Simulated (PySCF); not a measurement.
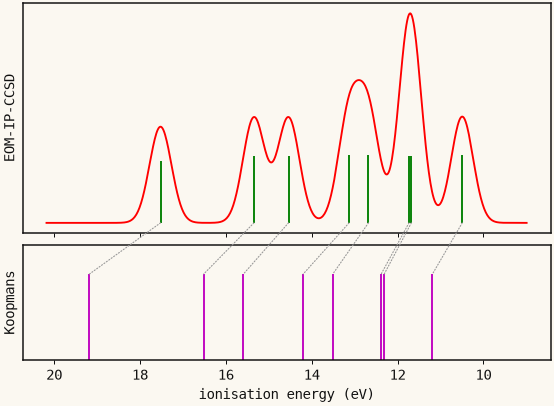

Valence photoelectron lines of C₂H₈Ge (ethylgermane), SMILES C[CH2][GeH3], singlet: vertical EOM-IP-CCSD/aug-cc-pVDZ (frozen core, PySCF 2.14.0, at a PBE0-D3(BJ)/def2-SVP geometry (no frequency check); 8 lines, one for each of the 8 highest orbitals, so a line of a deeper orbital can be missing among them) above, Hartree-Fock orbital energies with the sign turned below, non-relativistic; dotted lines join each line to its leading orbital. Stick heights are one-hole weights (summed over degenerate lines), not cross-sections; Gaussian width 0.60 eV.

Question: Do correlation and relaxation change the order of the lines?

Answer: Not among these holes, which come in the order of the orbitals, HOMO, HOMO−1, HOMO−2, HOMO−3, HOMO−4, HOMO−5, HOMO−6, HOMO−7. Some lines lie within 0.1 eV of each other, so their order isn't settled.

Question: List the lines.

Answer:
```
  hole  EOM-IP-CCSD (eV)  Koopmans (eV)  one-hole weight
  HOMO             10.50          11.19             0.96
HOMO-1             11.68          12.31             0.95
HOMO-2             11.74          12.38             0.95
HOMO-3             12.68          13.51             0.96
HOMO-4             13.13          14.20             0.95
HOMO-5             14.54          15.59             0.95
HOMO-6             15.35          16.52             0.95
HOMO-7             17.52          19.18             0.87
```

Caveats: small basis, so the lines can lie some tenths of an eV too low.
